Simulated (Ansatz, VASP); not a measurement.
# Cross-check of ZnSe (Stilleite) between VASP and Ansatz

Wanted: the spread between two codes on one cell, functional and k mesh.

Calculated with Ansatz 0.2.0; plane waves, with VASP 6.6.1 beside it; G0W0 gap at PBE.

### 1. Starting point

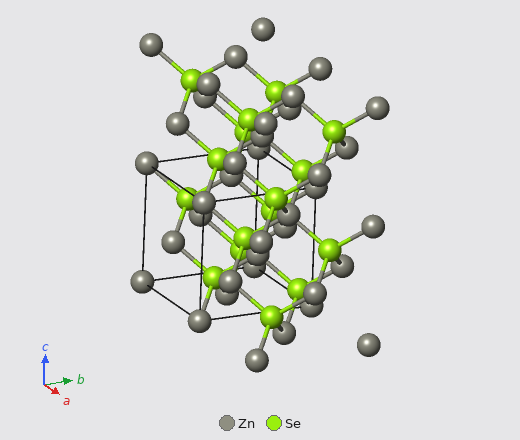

The starting structure, seen slightly off an axis (zinc grey, selenium green). 2×1×2 cells are drawn. This picture shows the conventional cell, with its axes. Bonds to atoms that aren't drawn are left out. Some periodic images of atoms are drawn too.

### 2. Ansatz: G0W0 gap, PBE

Ansatz runs on its default PAW (the set named soft_2) files.

Quasiparticle shifts depend on high empty states and on the cores, so they are the hardest test of two PAW sets.

File input.yaml:

```yaml
crystal:
  lattice:
    - [0.0, 2.8338, 2.8338]
    - [2.8338, 0.0, 2.8338]
    - [2.8338, 2.8338, 0.0]
  atoms:
    - { symbol: Zn, position: [0.0, 0.0, 0.0] }
    - { symbol: Se, position: [0.25, 0.25, 0.25] }
hamiltonian:
  xc: pbe
  pseudopotentials: { kind: paw }
kpoints:
  mp_grid: { grid: [4, 4, 4] }
scf:
  occupations: { method: fixed }
gw:
  n_empty_bands: 127
  ecut_chi: 120.0
  qp_bands: [v2, c2]
  qp_kpoints: band_edges
  screening: { model: contour_deformation }
```

The run is started by

```sh
ansatz run input.yaml --threads 4 --pin off --max-ram 9216MiB --backend cpu --events-out ev --progress --plain --runs-dir out
```

Numbers of over 12 decimals in the logs are rounded to 6 here.

Output:

```text
Engine: ansatz 0.2.0, x86_64-unknown-linux-gnu
Pseudopotentials: kind: paw
Pseudopotential: Zn, paw, valence charge 12, recommended cutoff 420 eV (normal), Zn.paw.azcp
Pseudopotential: Se, paw, valence charge 16, recommended cutoff 420 eV (normal), Se.paw.azcp
Functional definition: PBE
  parameter kappa = 0.804
  parameter beta = 0.066725
  exchange = pbe_x(kappa = kappa, mu = beta*pi^2/3)
  correlation = pbe_c(beta = beta)
Crystal: 2 atoms, lattice volume = 45.513 Å³
Basis set: ecut = 420 eV, 893 PW (Γ)
Bands: 18, of which v1, the nominal top of the filled ones, is band 14 counted from 1 (13 counted from 0)
Symmetry: 24 space group operations
Space group: F-43m (ITA 216), of the structure as read, at distance tolerance 3.6e-5 Å
k-points: 8 of 64 (time reversal used)
Non-local potential: Zn, projectors of the file, l = 0: 2, l = 1: 2, l = 2: 3, l = 3: 1
Non-local potential: Se, projectors of the file, l = 0: 2, l = 1: 2, l = 2: 3, l = 3: 1
PAW form: soft (Blöchl's): semilocal exchange-correlation on the pseudo side does not see the compensation charge
PAW one-centre angular grid: Zn, 590 points (default); XC on 64 Gauss nodes
PAW one-centre angular grid: Se, 590 points (default); XC on 64 Gauss nodes
Initial density: superposition of atomic densities (neutral atoms: chi_scale 0, normalization atom), corrected by the library's trained network
Initial wavefunctions: pseudopotential atomic-orbital guess
Functional: x = pbe(κ = 0.804, μ = 0.219515), c = pbe(β = 0.066725)
SCF iter   1: F=—  HF=-8789.459623 eV  |F-HF|=—  |Δ(HF+E_count)|=         —  Δρ=7.17e-4  dr2=2.90e-4  ethr=1.77e-3  ⟨swp⟩=5.0  Hψ=660  notcnv=0  defer=11
preconditioner: auto → none  [insulator: Δε(μ)=1.281 eV  Ē_g=11.869 eV  n_scr=14 (ndim 8)  ℏωp=23.4 eV  f_vac=0.121  ε∞_Penn≈4.9]
SCF iter   2: F=—  HF=-8789.459596 eV  |F-HF|=—  |Δ(HF+E_count)|=   2.76e-5  Δρ=2.98e-4  dr2=2.78e-5  ethr=1.03e-6  ⟨swp⟩=2.0  Hψ=340  notcnv=0  defer=12
SCF iter   3: F=—  HF=-8789.459593 eV  |F-HF|=—  |Δ(HF+E_count)|=   2.22e-6  Δρ=1.52e-4  dr2=6.50e-6  ethr=9.92e-8  ⟨swp⟩=2.0  Hψ=256  notcnv=0  defer=7
SCF iter   4: F=—  HF=-8789.459603 eV  |F-HF|=—  |Δ(HF+E_count)|=   9.93e-6  Δρ=7.29e-5  dr2=1.29e-6  ethr=2.32e-8  ⟨swp⟩=2.0  Hψ=256  notcnv=0  defer=15
SCF iter   5: F=—  HF=-8789.459603 eV  |F-HF|=—  |Δ(HF+E_count)|=   2.33e-7  Δρ=1.66e-5  dr2=1.53e-7  ethr=4.61e-9  ⟨swp⟩=2.0  Hψ=208  notcnv=0  defer=16
SCF iter   6: F=-8789.459603 eV  HF=-8789.459603 eV  |F-HF|=2.16e-9  |Δ(HF+E_count)|=   8.85e-8  Δρ=4.18e-6  dr2=3.69e-9  ethr=3.57e-10  ⟨swp⟩=5.5  Hψ=568  notcnv=0
SCF 1 converged in 6 iterations: F = -8789.459603 eV  dr2 = 3.69e-9
  greatest PAW one-centre occupation: 1.000 electrons in one spin orbital (limit 2), on the Se atom at site 1 (counted from 0), in its partial waves of l = 2
NSCF: frozen V_eff on 8 k-points
G₀W₀ screening: q 1/8
G₀W₀ screening: q 2/8 (q-point 5)
G₀W₀ screening: q 3/8 (q-point 6)
G₀W₀ screening: q 4/8 (q-point 2)
G₀W₀ screening: q 5/8 (q-point 4)
G₀W₀ screening: q 6/8 (q-point 8)
G₀W₀ screening: q 7/8 (q-point 3)
G₀W₀ screening: q 8/8 (q-point 7)
G₀W₀ self-energy: k 1/7
G₀W₀ self-energy: k 2/7
G₀W₀ self-energy: k 3/7
G₀W₀ self-energy: k 4/7
G₀W₀ self-energy: k 5/7
G₀W₀ self-energy: k 6/7
G₀W₀ self-energy: k 7/7
NSCF: frozen V_eff on 1 k-points
SCF converged after 6 iterations
Free energy (F): -8789.459603 eV
Harris-Foulkes:  -8789.459603 eV  (|F-HF|=2.16e-9)
Internal energy: -8789.459603 eV  (E = F + TS)
E sigma→0 (E₀):  -8789.459603 eV
Fermi energy:    6.808588 eV
--- Per-component energies (eV) ---
  E_band       = -380.492190
  E_kinetic    = 250.445684
  E_local      = -4392.031919  (includes V_loc(G=0)·N_el)
  E_nonlocal   = 18.433573
  E_hartree    = 2035.653355
  E_xc         = -241.548169
  E_vxc        = -150.357636  (∫ρ·V_xc dr)
  E_paw        = -3739.468391  (= ΣΔE_a)
  E_vpaw       = -178.288276  (= ΣTr[D̂ρ^β])
  E_aug_tail   = -0.000889  (compensation charges beyond the density's cutoff)
  E_ewald      = -2720.942845
  E_smearing   = -0.000000  (= −TS)
  E_closure    = -0.000000  (closes the sum)
  Σ components = -8789.459603   (vs F -8789.459603, Δ=0.00e0)
--- Band table (eV; the first three rows and the last of 8) ---
  k-point 0: bands = [... 10 lower, 0.6084, 6.8086, 6.8086, 6.8086, 8.0842, 12.5971, 12.5971, 12.5971]
  k-point 1: bands = [... 10 lower, 0.6085, 3.7543, 6.3303, 6.3303, 9.5424, 13.2301, 13.2301, 13.3651]
  k-point 2: bands = [... 10 lower, 0.7680, 1.5709, 5.9382, 5.9382, 9.3373, 13.1782, 13.1782, 15.3694]
  k-point 7: bands = [... 10 lower, 0.9097, 2.1114, 4.0402, 4.1395, 12.2794, 12.3501, 13.7585, 14.5115]
--- G₀W₀: contour deformation, 7 samples at zero and on the imaginary axis and 2 off it, 64 q-points, 127 empty bands' worth ---
  eigenvalues of the whole cell's RPA ε∞ on this k-mesh (on a slab, of 1 + 4πα/V) = 13.6247, 13.6247, 13.6247; static W/v taken at q = 0 is 0.073396
  gw.qp_kpoints: band_edges: 7 of 8 stored k-points solved, in 1 pass; an edge of the gap read off the rows below is read off those points alone
    valence top: of the k-points left out ik 5 came nearest to being solved in a further pass, in band 14 (counted from 1, as in the quasiparticle table): it holds the edge there only if its correction is more favourable than any solved in that band by at least 0.912 eV; those differ by 0.089 eV
    conduction bottom: of the k-points left out ik 5 came nearest to being solved in a further pass, in band 15 (counted from 1, as in the quasiparticle table): it holds the edge there only if its correction is more favourable than any solved in that band by at least 2.488 eV; those differ by 0.365 eV
    ik  band        ε_KS         Σx   Σc(E_QP)       V_xc       Z   E_QP_lin       E_QP  E_QP is
     0    13      6.8086   -21.9523     2.3832   -18.8521  0.7522     6.0699     6.0916  root
     0    14      6.8086   -21.9523     2.3832   -18.8521  0.7522     6.0699     6.0916  root
     0    15      8.0842    -9.4842    -4.0129   -13.7998  0.7769     8.3897     8.3870  root
     0    16     12.5971    -6.9156    -4.5032   -11.6469  0.7616    12.8270    12.8252  root
     1    13      6.3303   -21.0866     2.4232   -17.9225  0.7498     5.5653     5.5895  root
     1    14      6.3303   -21.0866     2.4232   -17.9225  0.7498     5.5653     5.5895  root
     1    15      9.5424    -8.9455    -4.1402   -13.3787  0.7721     9.8381     9.8354  root
     1    16     13.2301    -7.1655    -4.6213   -12.0172  0.7547    13.4622    13.4605  root
     2    13      5.9382   -20.4408     2.4845   -17.1961  0.7472     5.1516     5.1779  root
     2    14      5.9382   -20.4408     2.4845   -17.1961  0.7472     5.1516     5.1779  root
     2    15      9.3373    -8.7740    -4.0743   -13.1200  0.7746     9.6113     9.6090  root
     2    16     13.1782    -7.1321    -4.4810   -11.7928  0.7574    13.3590    13.3580  root
     3    13      5.5554   -19.9852     2.5506   -16.6548  0.7443     4.7467     4.7755  root
     3    14      5.5554   -19.9852     2.5506   -16.6548  0.7443     4.7467     4.7755  root
     3    15     10.7177    -8.7458    -4.2142   -13.2405  0.7672    11.0008    10.9983  root
     3    16     10.8254    -7.6956    -4.1064   -11.9151  0.7713    10.9389    10.9385  root
     4    13      4.3600   -19.2559     2.8350   -15.6003  0.7327     3.5029     3.5395  root
     4    14      5.2141   -19.4061     2.6026   -16.0119  0.7415     4.3917     4.4225  root
     4    15     10.5471    -8.1721    -4.0486   -12.3789  0.7723    10.7061    10.7053  root
     4    16     12.3926    -8.5592    -4.5231   -13.3447  0.7530    12.6575    12.6550  root
     6    13      4.6179   -18.3858     2.6907   -14.8896  0.7351     3.7788     3.8124  root
     6    14      4.6179   -18.3858     2.6907   -14.8896  0.7351     3.7788     3.8124  root
     6    15      9.7787    -6.9876    -3.7047   -10.6302  0.7821     9.7166     9.7165  root
     6    16     10.2585    -8.9007    -3.9485   -13.0387  0.7724    10.4491    10.4480  root
     7    13      4.0402   -20.3878     3.2466   -16.2555  0.7260     3.1071     3.1545  root
     7    14      4.1395   -16.7571     2.5712   -13.3910  0.7319     3.3101     3.3446  root
     7    15     12.2794    -8.0527    -4.0244   -12.0943  0.7646    12.2966    12.2966  root
     7    16     12.3501   -10.0640    -4.8146   -15.3545  0.7434    12.8351    12.8258  root
```

Elapsed: 4.1 s, on 4 threads of Intel Xeon 6975P-C (Granite Rapids), shared host; peak memory 0.58 GiB.

In the SCF lines HF is the Harris–Foulkes energy and dr2 the Hartree energy of the density residual, in eV; the loop may stop once dr2 is under the threshold and the program's other checks hold. Hψ counts applications of the Hamiltonian.

(Part 1 of 2 ends here.)

[Lines on the potential files, build, host, timing and source positions are cut from VASP's logs without a mark.]

[Logs are printed without paths, hosts, clocks, repeated set-up lines and the standing remarks that a program may print on its own settings, such as how far it seeks lower states.]

[Hosts, paths, dates, database ids (printed as entryN), source tags and the programs' standing remarks are cut or masked in the printed files.]
